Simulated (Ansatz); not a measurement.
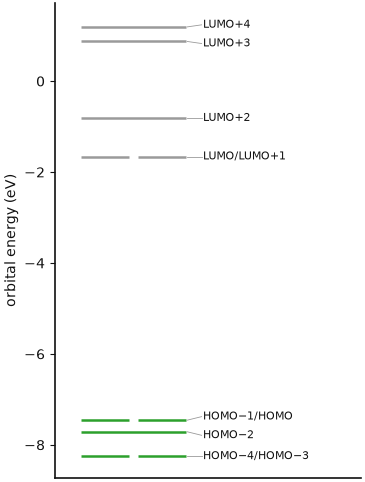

Kohn-Sham orbital energies near the frontier, BLYP/def2-TZVPP with the Ansatz code 0.2.0, at a PBE0-D4/def2-TZVP geometry (a minimum by its frequencies), isolated molecule; empty levels in grey, levels within 0.03 eV side by side.

Question: Which molecule has this level scheme?
A. C₃H₅BO, SMILES B[C@H]1OC1=C
B. C₂HCl₃Si, SMILES C#C[Si](Cl)(Cl)Cl
C. CH₅ClFNSn, SMILES C[NH][Sn@H]([F])[Cl], singlet
D. C₂H₇AlO₂, SMILES C[CH2][Al]([OH])[OH], singlet

Answer: Option B. HOMO −7.46 eV, LUMO −1.66 eV, separation 5.80 eV.

Note: empty levels above zero depend strongly on the basis.
